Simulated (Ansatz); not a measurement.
**Geometry relaxation of C$_{2}$H$_{3}$NO$_{2}$ (part 2 of 2)**

The same run, continued: C$_{2}$H$_{3}$NO$_{2}$; RKS PBE0/def2-SVPD (Ansatz 0.2.0). It belongs to a series of runs on one base structure; here: end point A relaxed.

Geometry of the input (Å):
```
N  -1.3539  -0.1770  1.4614
C  -0.5924  -0.0381  0.6101
C  0.2735  0.0296  -0.3421
O  1.0220  1.2169  -0.5680
O  0.6112  -1.0802  -1.0969
H  -1.5328  0.7798  1.9342
H  1.5798  0.9966  -1.2937
H  0.0847  -1.7848  -0.7608
```

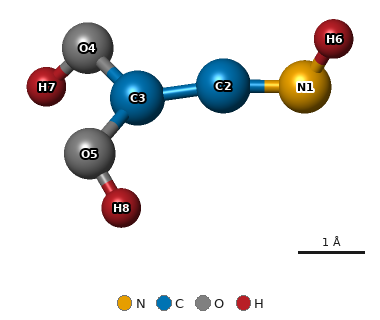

The geometry at step 14 of the log (ball-and-stick view, seen at a tilt; atoms are numbered from 1 in the order of the input).

## Trajectory as extended XYZ, continued
```
8
Properties=species:S:1:pos:R:3:forces:R:3 step=5 energy=-7690.82554 accepted=F
N    -1.0460    0.1029    1.8472   -1.5903  -0.1150  -0.9677
C    -0.4293    0.1017    0.7659   -0.0532  -0.0072   0.2162
C     0.3488    0.0626   -0.3023    0.0153   0.3219   0.0583
O     1.1432    1.1171   -0.6094   -0.0519  -0.1452  -0.3020
O     0.3644   -0.9330   -1.2425    0.0300  -0.1498   0.6021
H    -2.0678    0.3834    1.6590    1.5642  -0.0312   0.6323
H     1.6957    0.8629   -1.3577   -0.0244   0.0253   0.0389
H     0.0832   -1.7549   -0.8160    0.1104   0.1011  -0.2780
8
Properties=species:S:1:pos:R:3:forces:R:3 step=6 energy=-7690.90979
N    -1.1159    0.0537    1.8128    0.3595  -0.2075   0.0826
C    -0.4215    0.0589    0.7884   -0.3755   0.0971   0.2608
C     0.3701    0.0398   -0.2603   -0.0687   0.2123  -0.4791
O     1.1208    1.1156   -0.5975    0.1602  -0.1139  -0.0448
O     0.3738   -0.9222   -1.2300    0.0196  -0.2611   0.0826
H    -2.0188    0.5129    1.6810   -0.2237   0.0580   0.0042
H     1.6391    0.8748   -1.3740    0.0558   0.0007   0.0877
H     0.1445   -1.7907   -0.8761    0.0726   0.2144   0.0059
8
Properties=species:S:1:pos:R:3:forces:R:3 step=7 energy=-7690.93746
N    -1.0996    0.0463    1.8173   -0.0433  -0.0381  -0.1527
C    -0.4441    0.0769    0.7659   -0.1661   0.1129   0.0380
C     0.3331    0.0671   -0.2996    0.1854   0.0687  -0.0340
O     1.1351    1.1157   -0.6080   -0.0626  -0.0972  -0.0839
O     0.3789   -0.9281   -1.2342   -0.0691  -0.0599   0.0806
H    -2.0277    0.4812    1.7093    0.0998  -0.0526   0.1069
H     1.6773    0.8594   -1.3627    0.0116  -0.0171   0.0745
H     0.1392   -1.7758   -0.8437    0.0443   0.0834  -0.0293
8
Properties=species:S:1:pos:R:3:forces:R:3 step=8 energy=-7690.95769
N    -1.0899    0.0248    1.8043    0.0646   0.0733  -0.1606
C    -0.4801    0.1133    0.7288    0.0809  -0.0750  -0.0996
C     0.3169    0.0829   -0.3293   -0.2939  -0.3709   0.1874
O     1.0904    1.1302   -0.6615    0.0775   0.2649  -0.0882
O     0.3500   -0.9335   -1.2501   -0.0587   0.2222   0.1225
H    -2.0135    0.4727    1.7687   -0.0470  -0.0558   0.0701
H     1.7513    0.8298   -1.2905    0.1542  -0.0714  -0.0560
H     0.1671   -1.7775   -0.8262    0.0224   0.0128   0.0244
8
Properties=species:S:1:pos:R:3:forces:R:3 step=9 energy=-7690.96306
N    -1.0646    0.0494    1.8043   -0.0331  -0.1978  -0.1545
C    -0.4908    0.1321    0.7109    0.1187   0.0634   0.0879
C     0.3006    0.0900   -0.3475   -0.1072  -0.0791  -0.0192
O     1.0706    1.1355   -0.7135   -0.4866   0.3561   0.2710
O     0.2974   -0.9272   -1.2603    0.0501   0.0244  -0.0047
H    -2.0169    0.4276    1.7874   -0.0391   0.1514   0.0952
H     1.8056    0.8074   -1.2223    0.4947  -0.2443  -0.3036
H     0.1902   -1.7718   -0.8148    0.0026  -0.0741   0.0279
8
Properties=species:S:1:pos:R:3:forces:R:3 step=10 energy=-7690.71153 accepted=F
N    -1.0423    0.0324    1.7861   -0.2618   0.0537  -0.3695
C    -0.5298    0.1894    0.6674    0.0031  -0.1397   0.6534
C     0.2671    0.1156   -0.3863   -0.2260   0.1517  -0.3923
O     1.0040    1.1602   -0.8221    3.3694  -1.3940  -0.8610
O     0.2090   -0.9175   -1.2794    0.1625  -1.1981   0.6862
H    -2.0116    0.3800    1.8667    0.3266   0.0510  -0.0216
H     1.9525    0.7525   -1.1052   -3.2862   1.5354   0.9496
H     0.2433   -1.7697   -0.7830   -0.0877   0.9400  -0.6448
8
Properties=species:S:1:pos:R:3:forces:R:3 step=11 energy=-7690.94153 accepted=F
N    -1.1028   -0.0335    1.7724   -0.0007   0.5488   0.1967
C    -0.4952    0.1186    0.7061   -0.0094  -0.0955   0.0468
C     0.2958    0.0894   -0.3505    0.0556   0.0355  -0.1512
O     1.0482    1.1507   -0.7237   -0.0059  -0.1529   0.0898
O     0.3183   -0.9328   -1.2551   -0.1247   0.0179  -0.1379
H    -1.9775    0.5121    1.8171   -0.0248  -0.4059  -0.0749
H     1.8055    0.8142   -1.2160    0.0906   0.0181   0.0268
H     0.1997   -1.7759   -0.8061    0.0193   0.0340   0.0039
8
Properties=species:S:1:pos:R:3:forces:R:3 step=12 energy=-7690.97608
N    -1.0645    0.0292    1.7942   -0.0428  -0.0158  -0.0912
C    -0.4937    0.1402    0.7024    0.0504  -0.0263   0.1133
C     0.2875    0.0945   -0.3626    0.0026   0.0119  -0.0580
O     1.0510    1.1424   -0.7431   -0.1660   0.1153   0.0604
O     0.2825   -0.9310   -1.2647    0.0029  -0.0349  -0.0192
H    -2.0061    0.4373    1.8075    0.0036   0.0402   0.0439
H     1.8349    0.8029   -1.1834    0.1480  -0.0699  -0.0472
H     0.2006   -1.7727   -0.8061    0.0014  -0.0205  -0.0018
8
Properties=species:S:1:pos:R:3:forces:R:3 step=13 energy=-7690.97922
N    -1.0641    0.0374    1.7920    0.1000  -0.0240  -0.0573
C    -0.4820    0.1348    0.7052   -0.1228  -0.0746   0.0814
C     0.2785    0.0864   -0.3759   -0.0375   0.0590   0.0475
O     1.0270    1.1429   -0.7643   -0.1744   0.0893   0.0527
O     0.2689   -0.9400   -1.2775   -0.0163  -0.0527   0.0051
H    -2.0010    0.4550    1.8219    0.0402   0.0286  -0.0652
H     1.8488    0.8127   -1.1355    0.2121  -0.0611  -0.0691
H     0.2160   -1.7864   -0.8218   -0.0013   0.0354   0.0049
8
Properties=species:S:1:pos:R:3:forces:R:3 step=14 energy=-7690.97885 accepted=F
N    -1.0558    0.0345    1.7865    0.0594   0.0379   0.0289
C    -0.4841    0.1339    0.6961   -0.1215  -0.0555   0.0501
C     0.2634    0.0866   -0.3935    0.0288   0.1282   0.0175
O     1.0050    1.1467   -0.7943    0.3599  -0.2285  -0.0886
O     0.2516   -0.9469   -1.2856   -0.0258  -0.1320   0.0021
H    -1.9882    0.4621    1.8361    0.0618  -0.0219  -0.0943
H     1.8743    0.8159   -1.0819   -0.3558   0.1901   0.1175
H     0.2260   -1.7900   -0.8192   -0.0068   0.0818  -0.0331
8
Properties=species:S:1:pos:R:3:forces:R:3 step=15 energy=-7690.98137
N    -1.0586    0.0305    1.7884    0.0114   0.0413   0.0276
C    -0.4873    0.1317    0.6979   -0.0259  -0.0357   0.0290
C     0.2704    0.0874   -0.3844    0.0102   0.0596  -0.0075
O     1.0159    1.1461   -0.7779    0.0454  -0.0726  -0.0134
O     0.2620   -0.9441   -1.2801   -0.0164  -0.0384  -0.0236
H    -1.9896    0.4615    1.8261    0.0260  -0.0217  -0.0444
H     1.8614    0.8159   -1.1097   -0.0478   0.0486   0.0346
H     0.2179   -1.7863   -0.8161   -0.0030   0.0189  -0.0023
8
Properties=species:S:1:pos:R:3:forces:R:3 step=16 energy=-7690.98211
N    -1.0531    0.0314    1.7886    0.0226   0.0248   0.0346
C    -0.4815    0.1296    0.6984   -0.0063  -0.0518  -0.0503
C     0.2663    0.0874   -0.3914    0.0270   0.0226   0.0532
O     1.0108    1.1457   -0.7840   -0.0139  -0.0018  -0.0244
O     0.2614   -0.9495   -1.2824   -0.0229   0.0248   0.0057
H    -1.9850    0.4589    1.8197   -0.0088  -0.0001  -0.0227
H     1.8662    0.8250   -1.0949    0.0041   0.0029   0.0133
H     0.2071   -1.7858   -0.8100   -0.0017  -0.0215  -0.0094
8
Properties=species:S:1:pos:R:3:forces:R:3 step=17 energy=-7690.98202 accepted=F
N    -1.0436    0.0429    1.7924   -0.0162  -0.0375   0.0146
C    -0.4729    0.1279    0.7010    0.0036  -0.0403  -0.0471
C     0.2693    0.0819   -0.3925   -0.0411   0.0599   0.0061
O     0.9992    1.1454   -0.7980    0.1795  -0.0649  -0.0709
O     0.2501   -0.9539   -1.2856    0.0184   0.0044   0.0608
H    -1.9846    0.4514    1.8099    0.0248   0.0397   0.0037
H     1.8760    0.8368   -1.0715   -0.1694   0.0679   0.0576
H     0.1986   -1.7896   -0.8116    0.0003  -0.0292  -0.0248
8
Properties=species:S:1:pos:R:3:forces:R:3 step=18 energy=-7690.98279
N    -1.0499    0.0349    1.7903    0.0148   0.0126   0.0218
C    -0.4784    0.1260    0.6995    0.0048  -0.0303  -0.0281
C     0.2688    0.0836   -0.3905   -0.0156   0.0228   0.0099
O     1.0043    1.1456   -0.7897    0.0222  -0.0134  -0.0163
O     0.2574   -0.9517   -1.2836   -0.0031   0.0110   0.0192
H    -1.9827    0.4609    1.8149   -0.0065   0.0022  -0.0097
H     1.8689    0.8325   -1.0842   -0.0168   0.0117   0.0163
H     0.2038   -1.7889   -0.8126    0.0002  -0.0167  -0.0132
8
Properties=species:S:1:pos:R:3:forces:R:3 step=19 energy=-7690.98249 accepted=F
N    -1.0376    0.0497    1.7972   -0.0045   0.0079  -0.1187
C    -0.4764    0.1157    0.6982   -0.0337   0.0201   0.0995
C     0.2547    0.0762   -0.4021   -0.0063  -0.1058   0.0112
O     0.9842    1.1387   -0.8062    0.0278   0.0894  -0.0127
O     0.2330   -0.9600   -1.2944    0.0098  -0.0507  -0.0017
H    -1.9703    0.4786    1.8131    0.0327  -0.0093   0.0239
H     1.8769    0.8482   -1.0307   -0.0170  -0.0160   0.0009
H     0.2275   -1.8042   -0.8308   -0.0087   0.0644  -0.0024
8
Properties=species:S:1:pos:R:3:forces:R:3 step=20 energy=-7690.98282
N    -1.0400    0.0456    1.7943   -0.0342  -0.0252  -0.0401
C    -0.4787    0.1232    0.6970    0.0105   0.0269   0.0421
C     0.2608    0.0833   -0.3974    0.0174  -0.0166  -0.0052
O     0.9961    1.1441   -0.8012   -0.0071  -0.0010   0.0033
O     0.2475   -0.9543   -1.2870    0.0110  -0.0252  -0.0261
H    -1.9787    0.4598    1.8137    0.0204   0.0223   0.0190
H     1.8742    0.8348   -1.0566   -0.0137   0.0159   0.0027
H     0.2108   -1.7938   -0.8184   -0.0042   0.0028   0.0043
8
Properties=species:S:1:pos:R:3:forces:R:3 step=21 energy=-7690.98312
N    -1.0385    0.0439    1.7913   -0.0246   0.0134   0.0323
C    -0.4725    0.1197    0.6970   -0.0050   0.0001  -0.0388
C     0.2629    0.0786   -0.4006   -0.0012  -0.0144  -0.0283
O     0.9876    1.1455   -0.8093   -0.0374  -0.0397   0.0225
O     0.2529   -0.9621   -1.2898    0.0026   0.0423   0.0414
H    -1.9736    0.4669    1.8140    0.0310  -0.0141  -0.0099
H     1.8762    0.8496   -1.0398    0.0322   0.0039  -0.0149
H     0.1971   -1.7993   -0.8184    0.0023   0.0085  -0.0043
8
Properties=species:S:1:pos:R:3:forces:R:3 step=22 energy=-7690.98329
N    -1.0399    0.0444    1.7917   -0.0026   0.0010   0.0003
C    -0.4770    0.1208    0.6954   -0.0090  -0.0010   0.0146
C     0.2630    0.0783   -0.3990   -0.0070  -0.0182  -0.0147
O     0.9897    1.1436   -0.8047    0.0007   0.0130   0.0027
O     0.2531   -0.9598   -1.2891    0.0022   0.0121   0.0005
H    -1.9744    0.4673    1.8165    0.0091  -0.0008  -0.0060
H     1.8753    0.8465   -1.0465    0.0077  -0.0007  -0.0036
H     0.2023   -1.7982   -0.8202   -0.0011  -0.0054   0.0063
```

## Results in brief

- outcome: converged
- total energy: −7690.9833 eV
- mean-field energy: −7690.9833 eV
- largest force (length of the vector) at the end: 0.024 eV/Å
- hardware: 2 threads of Arm Neoverse V1, 24 GiB of memory available, shared host
- wall time: 57 s (CPU time 1.9 min)
- peak memory: 0.27 GiB
